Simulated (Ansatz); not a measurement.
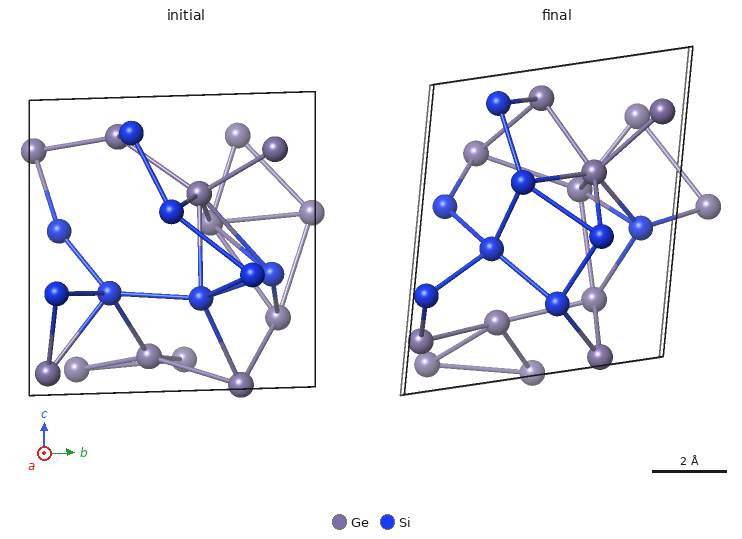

The structure of an amorphous cell of composition Si₈Ge₁₃ (coarse preliminary run) before (left) and after (right) a relaxation, at one scale.

A ball-and-stick model of the cell of the calculation, seen along the a axis.

Case: the last frame of the dynamics.

Level of theory: Ansatz, DFT PBE, scalar-relativistic, plane waves, PAW. (plane-wave cutoff 420 eV; k-point mesh 2 × 2 × 2; occupations gaussian; smearing width 0.1 eV; mesh shifted by (0.5, 0.5, 0.5); no spin polarisation; cell and atoms relaxed; force threshold 0.04 eV/Å; at most 70 steps)

Question: Describe what moved and what it gained.

Answer: The run was cut off at its time limit before the relaxation converged, so the last structure is only a point on the way. A Ge atom moves most relative to the cell: 1.40 Å roughly along [−1 3 −1]. By element the largest moves are Ge 1.40 Å, Si 1.14 Å. Cell: a 7.563 → 7.177 Å (−5.1 %), b 7.819 → 7.162 Å (−8.4 %), c 8.064 → 8.510 Å (+5.5 %), α 88.3° → 76.3°, β 91.0° → 90.3°, γ 87.2° → 85.3°. Volume −11.1 %. Among the contacts that change: Ge–Ge 5.257 → 2.714 Å, Ge–Si 5.128 → 2.820 Å, Ge–Ge 5.280 → 3.007 Å, Si–Si 2.406 → 3.946 Å. New bonds form: Ge–Ge (5.26 → 2.71 Å), Ge–Si (3.42 → 2.58 Å), Si–Si (3.53 → 2.38 Å). Bonds break: Ge–Ge (2.77 → 3.82 Å), Si–Si (2.41 → 3.95 Å). Among the angles between lasting bonds that change: Ge–Si–Si 109.0° → 163.6°, Ge–Si–Si 129.4° → 77.9°, Ge–Si–Si 69.4° → 117.4°. After 29 accepted moves (31 points after the start) the energy has fallen by 214 meV per atom. The largest force component goes from 0.96 to 0.39 eV/Å. The pressure goes from −2.96 to −0.29 GPa. The line search rejected the trial steps at points 16, 22 of the run.

Limits of the set-up: the periodic images lie only 7.6 Å apart, so the values are limited by the cell's size.
